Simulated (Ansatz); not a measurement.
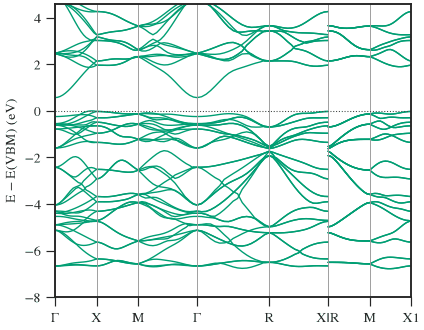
Band structure from PBE (plane waves, PAW; program Ansatz)

**Question.** Read off the gap and where the band edges lie.

**Answer.** About 0.6 eV (0.57 eV by a search for the band edges); maximum on the Γ–X line, 89 % of the way from Γ, minimum at Γ.

The material is RuS₂ in space group Pa-3 (No. 205; Ru on 4a, S on 8c).

The cell was relaxed with PBE under the symmetry of its start. The run is not spin-polarised. Spin–orbit coupling is left out wherever it is not named.

Potentials: the earlier of the program's two PAW sets.
